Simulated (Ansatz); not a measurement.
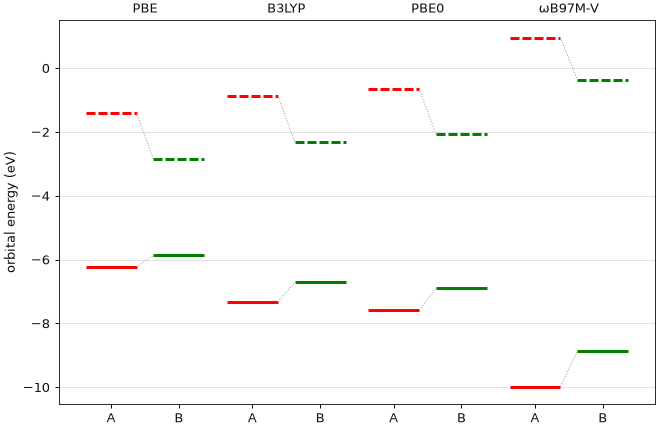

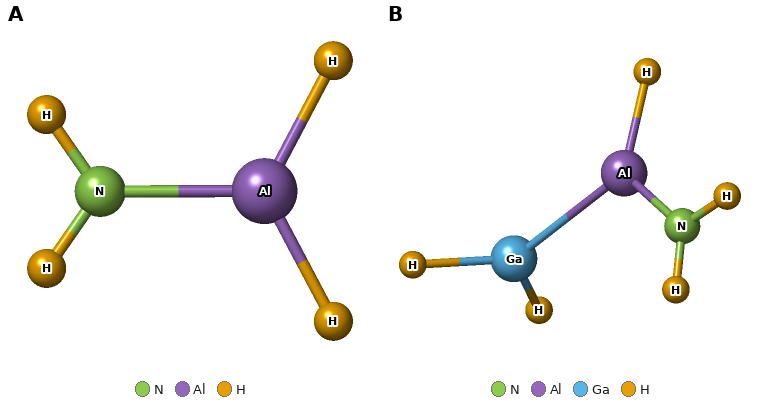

One change: A, AlNH₄ (SMILES [NH2][AlH2]), becomes B, GaAlNH₅ (SMILES [NH2][AlH][GaH2]). H on Al is replaced by GaH₂. HOMO (solid) and LUMO (dashed) computed in def2-TZVPP at PBE0-D4/def2-TZVP geometries, both minima by their frequencies, gas phase, the Ansatz code. Empty levels above zero depend strongly on the basis.

What does the change do to HOMO and LUMO?

Answer. PBE: the HOMO rises by 0.37 eV, the LUMO falls by 1.45 eV, and the separation goes from 4.84 to 3.01 eV. B3LYP: the HOMO rises by 0.62 eV, the LUMO falls by 1.45 eV, and the separation goes from 6.48 to 4.41 eV. PBE0: the HOMO rises by 0.68 eV, the LUMO falls by 1.43 eV, and the separation goes from 6.93 to 4.82 eV. ωB97M-V: the HOMO rises by 1.10 eV, the LUMO falls by 1.32 eV, and the separation goes from 10.94 to 8.51 eV.

Do the functionals agree on the effect?

Answer. They agree on the direction for both levels; the HOMO shift lies between 0.37 and 1.10 eV and the LUMO shift between −1.45 and −1.32 eV, while the separations themselves differ by up to 6.1 eV between functionals.
